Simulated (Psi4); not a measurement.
# SiPH3F− (SMILES F[SiH-]P): levels of theory compared

We compute a comparison of 4 runs (PBE/STO-3G, B3LYP/6-31G*, B2PLYP/6-31+G*, MP2.5/aug-cc-pVDZ) of SiPH3F−. 

The calculation is run with Psi4 1.11.

### Step 1. The structure to begin with

The species is SiPH3F− (6 atoms), meant as a singlet with charge -1. SMILES: `F[SiH-]P`. Geometry: relaxed at GFN2-xTB. This is one conformer, not always the lowest.

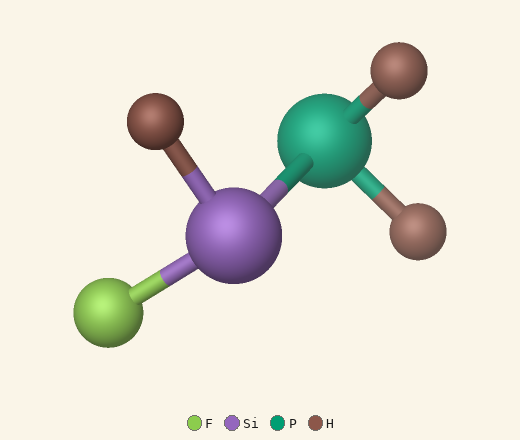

Viewed from a chosen angle; fluorine green, silicon purple, phosphorus teal, hydrogen brown.

### Step 2. Energy and forces at PBE/STO-3G (run 1)

The input, fh3psi.py:

```python
import psi4

psi4.set_memory(1600000000)
psi4.set_num_threads(1)
psi4.set_output_file('psi4.out', False)

geom = psi4.geometry("""
-1 1
F
Si 1 1.692615
P 2 2.254302 1 103.00065
H 2 1.510708 1 93.39639 3 95.90039
H 3 1.374981 2 89.33693 4 73.82574
H 3 1.377626 5 91.44216 2 -94.08693
units angstrom
symmetry c1
no_reorient
no_com
""")

psi4.set_options({
    'basis': 'STO-3G',
    'reference': 'rks',
    'puream': True,
    'e_convergence': 1e-09,
    'd_convergence': 1e-08,
    'scf_type': 'pk',
    'dft_radial_points': 99,
    'dft_spherical_points': 590,
})

energy_value, wavefunction = psi4.gradient('PBE', return_wfn=True)
psi4.oeprop(wavefunction, 'QUADRUPOLE', 'LOWDIN_CHARGES', 'WIBERG_LOWDIN_INDICES')
print('gradient / Eh bohr^-1')
print(energy_value.np.round(6))
print(f'energy = {wavefunction.energy():.10f} Eh')
```

Launch:

```sh
$ python fh3psi.py
```

psi4.out:

```text
[...]
  Running in c1 symmetry.
[...]
  Nuclear repulsion =  141.611037277251370
[...]
  Multiplicity = 1
[...]
  Nalpha       = 21
  Nbeta        = 21
[...]
    Number of basis functions: 26
[...]
   @RKS iter   1:  -723.19152496767526   -1.07435e+00   5.44853e-03 ADIIS/DIIS
[...]
   @RKS iter  10:  -723.21275905733887   -7.95808e-13   5.01893e-09 DIIS
[...]
  @RKS Final Energy:  -723.21275905733887
   => Energetics <=
    Nuclear Repulsion Energy =            141.6110372772513699
    One-Electron Energy =               -1303.9652168590805559
    Two-Electron Energy =                 495.2775824927629174
    DFT Exchange-Correlation Energy =     -56.1361619682726456
    Empirical Dispersion Energy =           0.0000000000000000
    VV10 Nonlocal Energy =                  0.0000000000000000
    Total Energy =                       -723.2127590573388716
[...]
  -Total Gradient:
     Atom            X                  Y                   Z
    ------   -----------------  -----------------  -----------------
       1       -0.000137706222     0.007307556065     0.023431274263
       2        0.017991740954    -0.046186113485    -0.016115570190
       3       -0.027500812350     0.033682504646     0.028915505758
       4       -0.012408763227     0.007040027979    -0.003093125967
       5       -0.003786240011    -0.003128206555    -0.025956435831
       6        0.025764768562     0.001306860026    -0.007124487240
[...]
```

Standard output:

```text
gradient / Eh bohr^-1
[[-0.000138  0.007308  0.023431]
 [ 0.017992 -0.046186 -0.016116]
 [-0.027501  0.033683  0.028916]
 [-0.012409  0.00704  -0.003093]
 [-0.003786 -0.003128 -0.025956]
 [ 0.025765  0.001307 -0.007124]]
energy = -723.2127590573 Eh
```

It took 5.1 s on 1 thread of Intel Xeon 6975P-C (Granite Rapids), shared host; peak memory 0.4 GiB.

### Step 3. The energy at B3LYP/6-31G(d) (spherical functions) (run 2)

The input, input.json:

```json
{
  "schema_name": "qcschema_input",
  "schema_version": 1,
  "molecule": {
    "schema_name": "qcschema_molecule",
    "schema_version": 2,
    "symbols": ["F", "Si", "P", "H", "H", "H"],
    "geometry": [-2.75314199, -2.84201581, 1.25031839, -1.50116064, -0.90275996, -0.9638926, 1.50535583, 1.20417128, 1.19699032, 0.27009855, -2.90689011, -1.96195146, 2.43814354, 2.11673892, -1.04989404, 0.0407236, 3.33075568, 1.52842939],
    "molecular_charge": -1,
    "molecular_multiplicity": 1,
    "fix_symmetry": "c1",
    "fix_com": true,
    "fix_orientation": true
  },
  "driver": "energy",
  "model": {
    "method": "b3lyp",
    "basis": "6-31G*"
  },
  "keywords": {
    "puream": true,
    "e_convergence": 1e-09,
    "d_convergence": 1e-08,
    "scf_type": "pk",
    "dft_radial_points": 99,
    "dft_spherical_points": 590,
    "scf_properties": ["QUADRUPOLE", "MULLIKEN_CHARGES", "WIBERG_LOWDIN_INDICES"]
  }
}
```

Launch:

```sh
$ psi4 --qcschema input.json -n 1 --memory 1600MB
```

stdout:

```text
[...]
  Running in c1 symmetry.
[...]
  Nuclear repulsion =  141.611045440840712
[...]
  Multiplicity = 1
[...]
  Nalpha       = 21
  Nbeta        = 21
[...]
    Number of basis functions: 56
[...]
   @RKS iter   1:  -732.37568336521610   -3.51611e-01   9.18549e-03 ADIIS/DIIS
[...]
   @RKS iter  11:  -732.53016433624805   -1.47793e-12   4.28460e-09 DIIS
[...]
  @RKS Final Energy:  -732.53016433624805
   => Energetics <=
    Nuclear Repulsion Energy =            141.6110454408407122
    One-Electron Energy =               -1306.3755087016136258
    Two-Electron Energy =                 477.4696828406076747
    DFT Exchange-Correlation Energy =     -45.2353839160827036
    Empirical Dispersion Energy =           0.0000000000000000
    VV10 Nonlocal Energy =                  0.0000000000000000
    Total Energy =                       -732.5301643362480490
[...]
 Multipole Moments:
 ------------------------------------------------------------------------------------
     Multipole            Electronic (a.u.)      Nuclear  (a.u.)        Total (a.u.)
 ------------------------------------------------------------------------------------
 L = 1.  Multiply by 2.5417464519 to convert [e a0] to [Debye]
 Dipole X            :         21.3782215          -20.4652237            0.9129978
 Dipole Y            :         18.4334537          -17.6136080            0.8198457
 Dipole Z            :        -14.2723665           14.2298078           -0.0425587
 Magnitude           :                                                    1.2278123
 L = 2.  Multiply by 1.3450342976 to convert [e a0^2] to [Debye ang]
 Quadrupole XX       :       -174.0050232          139.7774813          -34.2275419
 Quadrupole XY       :       -123.9490656          121.0948864           -2.8541792
[...]
```

The result, in JSON:

```text
{
 "driver": "energy",
 "model": {
  "method": "b3lyp",
  "basis": "6-31G*"
 },
 "success": true,
 "return_result": -732.530164336248,
 "properties": {
  "calcinfo_nbasis": 56,
  "calcinfo_nmo": 56,
  "calcinfo_nalpha": 21,
  "calcinfo_nbeta": 21,
  "calcinfo_natom": 6,
  "nuclear_repulsion_energy": 141.6110454408407,
  "return_energy": -732.530164336248,
  "scf_one_electron_energy": -1306.3755087016136,
  "scf_two_electron_energy": 477.4696828406077,
  "scf_xc_energy": -45.235383916082704,
  "scf_dipole_moment": [0.9129977565767646, 0.8198456664954108, -0.04255869336553708],
  "scf_total_energy": -732.530164336248,
  "scf_iterations": 11
 }
}
```

It took 6.3 s on 1 thread of Intel Xeon 6975P-C (Granite Rapids), shared host; peak memory 0.69 GiB.

### Step 4. A single-point energy at B2PLYP/6-31+G(d) (density fitting for correlation, spherical functions) (run 3)

The input, fh3psi.json:

```json
{
 "schema_name": "qcschema_input",
 "schema_version": 1,
 "molecule": {
  "schema_name": "qcschema_molecule",
  "schema_version": 2,
  "symbols": ["F", "Si", "P", "H", "H", "H"],
  "geometry": [-2.75314199, -2.84201581, 1.25031839, -1.50116064, -0.90275996, -0.9638926, 1.50535583, 1.20417128, 1.19699032, 0.27009855, -2.90689011, -1.96195146, 2.43814354, 2.11673892, -1.04989404, 0.0407236, 3.33075568, 1.52842939],
  "molecular_charge": -1,
  "molecular_multiplicity": 1,
  "fix_symmetry": "c1"
 },
 "driver": "energy",
 "model": {
  "method": "b2plyp",
  "basis": "6-31+G*"
 },
 "keywords": {
  "puream": true,
  "e_convergence": 1e-09,
  "d_convergence": 1e-08,
  "scf_type": "pk",
  "dft_radial_points": 99,
  "dft_spherical_points": 590,
  "num_frozen_docc": 11
 }
}
```

Launch:

```sh
$ psi4 --qcschema fh3psi.json -n 1 --memory 1600MB
```

stdout:

```text
[...]
  Running in c1 symmetry.
[...]
  Nuclear repulsion =  141.611045440840684
[...]
  Multiplicity = 1
[...]
  Nalpha       = 21
  Nbeta        = 21
[...]
    Number of basis functions: 68
[...]
   @RKS iter   1:  -731.91200018326754   -5.13586e-01   6.97532e-03 ADIIS/DIIS
[...]
   @RKS iter  11:  -732.04212840304160   -6.48015e-12   5.03503e-09 DIIS
[...]
  @RKS Final Energy:  -732.04212840304160
   => Energetics <=
    Nuclear Repulsion Energy =            141.6110454408406838
    One-Electron Energy =               -1305.2821053286747883
    Two-Electron Energy =                 458.3645237201980080
    DFT Exchange-Correlation Energy =     -26.7355922354054272
    Empirical Dispersion Energy =           0.0000000000000000
    VV10 Nonlocal Energy =                  0.0000000000000000
    Total Energy =                       -732.0421284030416018
[...]
 Multipole Moments:
 ------------------------------------------------------------------------------------
     Multipole            Electronic (a.u.)      Nuclear  (a.u.)        Total (a.u.)
 ------------------------------------------------------------------------------------
 L = 1.  Multiply by 2.5417464519 to convert [e a0] to [Debye]
 Dipole X            :         -1.7283780            2.2727521            0.5443741
 Dipole Y            :         -1.9916136            2.3323137            0.3407001
 Dipole Z            :          2.5446713           -2.1593276            0.3853437
 Magnitude           :                                                    0.7489389
[...]
```

The result, in JSON:

```text
{
 "driver": "energy",
 "model": {
  "method": "b2plyp",
  "basis": "6-31+G*"
 },
 "success": true,
 "return_result": -732.1654637361522,
 "properties": {
  "calcinfo_nbasis": 68,
  "calcinfo_nmo": 68,
  "calcinfo_nalpha": 21,
  "calcinfo_nbeta": 21,
  "calcinfo_natom": 6,
  "nuclear_repulsion_energy": 141.6110454408407,
  "return_energy": -732.1654637361522,
  "scf_one_electron_energy": -1305.2821053286748,
  "scf_two_electron_energy": 458.364523720198,
  "scf_xc_energy": -26.735592235405427,
  "scf_dipole_moment": [0.5443740876949341, 0.3407001409601349, 0.38534371209341955],
  "scf_total_energy": -732.0421284030416,
  "scf_iterations": 11
 }
}
```

Run time: 6.6 s. Hardware: 1 thread of Intel Xeon 6975P-C (Granite Rapids), shared host; peak memory 0.83 GiB.

### Step 5. A single-point energy at MP2.5/aug-cc-pVDZ (density fitting for correlation) (run 4)

The input, job.py:

```python
import psi4

psi4.set_memory('1600 MB')
psi4.set_num_threads(1)
psi4.core.set_output_file('output.dat', False)

m = psi4.geometry("""
-1 1
F     -2.75314199    -2.84201581     1.25031839
Si    -1.50116064    -0.90275996    -0.96389260
P      1.50535583     1.20417128     1.19699032
H      0.27009855    -2.90689011    -1.96195146
H      2.43814354     2.11673892    -1.04989404
H      0.04072360     3.33075568     1.52842939
units au
""")

psi4.set_options({
    'scf_type': 'pk',
    'freeze_core': True,
    'mp_type': 'df',
})

result, w = psi4.energy("mp2.5/aug-cc-pVDZ", molecule=m, return_wfn=True)
print('E =', round(result, 9))
```

Launch:

```sh
$ python job.py
```

output.dat:

```text
[...]
  Running in c1 symmetry.
[...]
  Nuclear repulsion =  141.611045440840684
[...]
  Multiplicity = 1
[...]
  Nalpha       = 21
  Nbeta        = 21
[...]
    Number of basis functions: 104
[...]
   @RHF iter   1:  -730.81392928942500   -6.73934e-01   3.76212e-03 DIIS/ADIIS
[...]
   @RHF iter  12:  -730.91046100995209   -5.34328e-12   3.71122e-09 DIIS
[...]
  @RHF Final Energy:  -730.91046100995209
   => Energetics <=
    Nuclear Repulsion Energy =            141.6110454408406838
    One-Electron Energy =               -1305.0152528683722721
    Two-Electron Energy =                 432.4937464175796435
    Total Energy =                       -730.9104610099520869
[...]
 Multipole Moments:
 ------------------------------------------------------------------------------------
     Multipole            Electronic (a.u.)      Nuclear  (a.u.)        Total (a.u.)
 ------------------------------------------------------------------------------------
 L = 1.  Multiply by 2.5417464519 to convert [e a0] to [Debye]
 Dipole X            :         -1.7243561            2.2727521            0.5483959
 Dipole Y            :         -2.0391749            2.3323137            0.2931388
 Dipole Z            :          2.6779665           -2.1593276            0.5186389
 Magnitude           :                                                    0.8097252
[...]
	DF-MP2 Total Energy (a.u.)         :  -731.36210389032999
[...]
	DF-MP3 Total Energy (a.u.)         :  -731.39296197393628
[...]
```

Standard output:

```text
E = -731.377532932
```

Wall time 8.1 s (1 thread of Intel Xeon 6975P-C (Granite Rapids), shared host); peak memory 0.49 GiB.

### Step 6. The series

| run | level | task | frozen core orbitals | energy (Eh) | HOMO energy (eV) | LUMO energy (eV) | HOMO–LUMO gap (eV) | wall time |
| --- | --- | --- | --- | --- | --- | --- | --- | --- |
| 1 | PBE/STO-3G | gradient | 0 | -723.212759 | 7.51 | 13.18 | 5.67 | 5.1 s |
| 2 | B3LYP/6-31G* (spherical functions) | energy | 0 | -732.530164 | 0.74 | 5.69 | 4.95 | 6.3 s |
| 3 | B2PLYP/6-31+G* (density fitting for correlation, spherical functions) | energy | 11 | -732.165464 | -0.80 | 4.24 | 5.04 | 6.6 s |
| 4 | MP2.5/aug-cc-pVDZ (density fitting for correlation) | energy | 11 | -731.377533 | -2.09 | 4.08 | 6.17 | 8.1 s |

### Step 7. Results

| quantity | value |
| --- | --- |
| run 4: total energy | -731.37753 Eh |
| run 4: HOMO energy (Hartree–Fock orbitals) | -2.09 eV |
| run 4: LUMO energy (Hartree–Fock orbitals) | 4.08 eV |
| run 4: HOMO–LUMO gap (to an unbound level, set by the basis) | 6.17 eV |
| run 4: correlation energy (11 core orbitals frozen) | -467.1 mEh |

**Reading.** Over runs 1, 2, 3 the HOMO–LUMO gap runs from 4.95 eV (B3LYP/6-31G*) to 5.67 eV (PBE/STO-3G). The two ends differ in method and basis. The empty levels of an anion lie above zero and hang on the basis. Totals of different functionals can't be ranked against each other. In runs 1, 2 the HOMO lies above zero, so the outermost electron may be held by the basis alone. In run 1 the basis is minimal, so the values are rough. All runs together took 26 s, the longest 8.1 s.
